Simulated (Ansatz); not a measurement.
The starting structures come from a database of crystals and need not be the phases stable at ambient conditions.

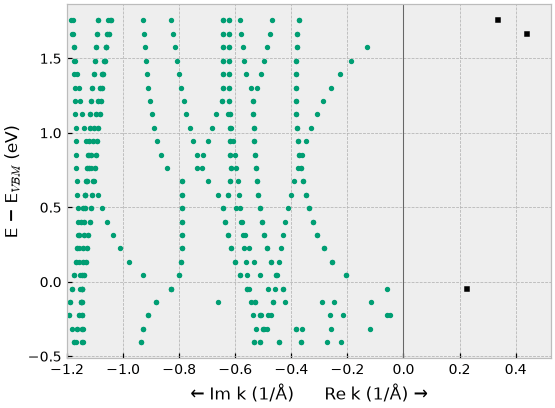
Figure. Complex bands at the centre of the two-dimensional zone; r2SCAN (Ansatz, a first-principles code)

No gap correction and no spin-orbit coupling; mid-gap is the computed energy nearest the middle.

Question: This is Cs2HgPdCl6 (I4/mmm, 10 atoms a cell, 32.4 Å³ an atom) along the normal of (101). Read off the slowest decay at the centre of the two-dimensional zone at 0.77 eV, the computed energy nearest the middle of the gap.

Answer: κ ≈ 0.37 1/Å, a decay length 1/(2κ) of the density of 1.4 Å.
